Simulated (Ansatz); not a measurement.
# r2SCAN work function of a third face of Pd from its PBE value

PBE and r2SCAN are run on the same slabs. If the two track each other from face to face, two faces calibrate the third.

Set-up. Ansatz 0.2.0, plane waves with PAW datasets (its set soft_2) at their recommended cutoffs; symmetric slabs of 7 layers cut at the tabulated experimental lattice constant, atoms at bulk places, 18 Å of vacuum, k-spacing 0.16 Å⁻¹ (2π included), Fermi-Dirac smearing of 0.1 eV, SCF threshold 1e-9 eV. The work function is the vacuum level less the Fermi level.

```
    run  PBE (eV)  r2SCAN (eV)
Pd(110)     4.836        4.830
Pd(100)     5.086            ?
Pd(111)     5.220        5.218
```

Q: Estimate the withheld value from the rows shown.

Two rows fix a line: slope = (5.218 − 4.830) / (5.220 − 4.836) = 1.0104, intercept −0.0563. At 5.086 it gives 1.0104 × 5.086 + (−0.0563) = 5.083 eV. Rounding of the rows alone allows about ±0.001 eV there; two rows can't show whether the line holds.

The run itself gives 5.076 eV: a miss of −0.007 eV. The plain offset, r2SCAN less PBE, runs from −0.009 to −0.002 eV over the three faces.

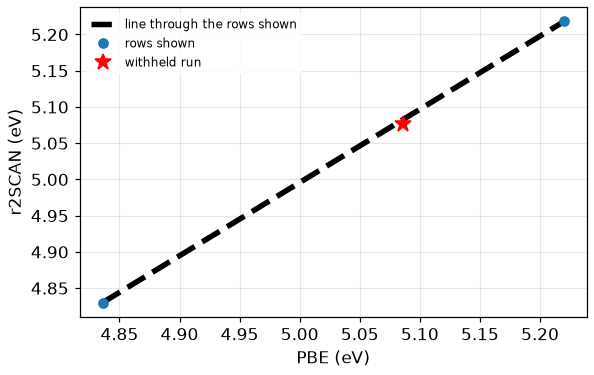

The fit and the withheld run.

**Limits.** Unrelaxed, unreconstructed faces at one geometry; neither value is a test against experiment.

[Logs are printed without paths, hosts, clocks, repeated set-up lines and the standing remarks that a program may print on its own settings, such as how far it seeks lower states.]
